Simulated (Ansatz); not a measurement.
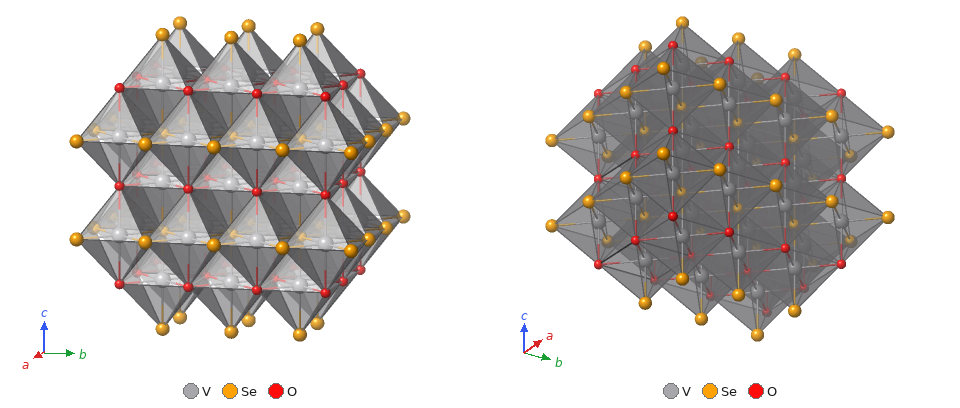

Polyhedra are drawn about V (bonds: O–V below 2.8 Å and Se–V below 2.8 Å); other atoms are plain spheres. Two views of the same piece.

The compound is V₂SeO (space group P4/mmm, No. 123), taken as the geometry relaxed with DFT PBE, scalar-relativistic, plane waves, PAW in Ansatz 0.2.0; the starting structure was generated, so it need not be a known form of this composition.

What figure surrounds each V atom, and what does it share with the other drawn polyhedra?

Answer. V(1b): VSe4O2 octahedron, sharing corners with six neighbours and edges with twelve neighbours; V(1c): VSe2O4 octahedron, sharing edges with twelve neighbours and corners with six neighbours.

How do these polyhedra hang together as a whole?

Answer. They form a three-dimensional framework of corner- and edge-sharing octahedra.
